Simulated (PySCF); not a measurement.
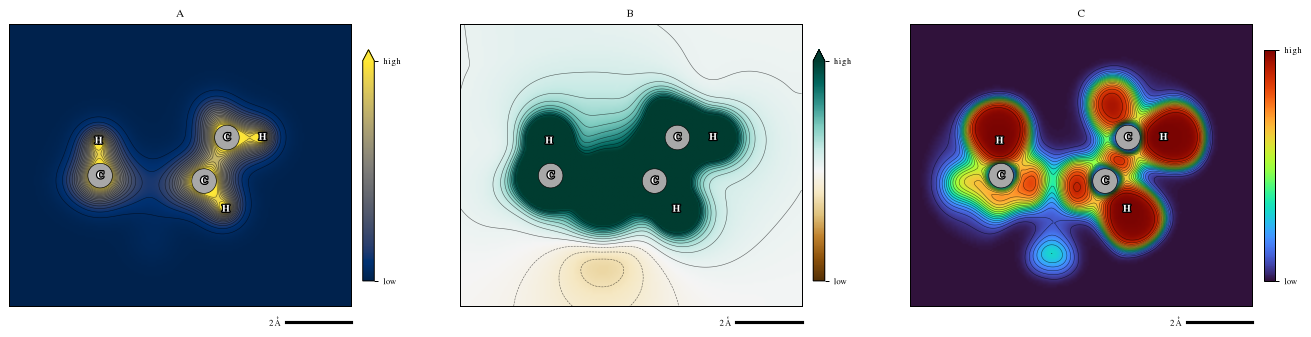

C4H8ClFSi: 3 fields on the plane of atoms C5, C6 and H12, with unlabelled colour scales. Grey discs cover the atomic cores.

Geometry: GFN2-xTB.

Method: PySCF 2.14.0, PBE0/pcSseg-1, SCF density, gas phase, non-relativistic.

**The panels show electron density, electron localisation function and electrostatic potential in some order. Assign them.**

Panel A: electron density. Panel B: electrostatic potential (strongly positive close to the atoms, with negative regions outside electron-rich atoms). Panel C: electron localisation function. From the grid: C–C (1.51 Å): ρ is about 1.6 e/Å³ halfway; the ELF peaks at about 0.85 between the atoms; localised, covalent bonding.
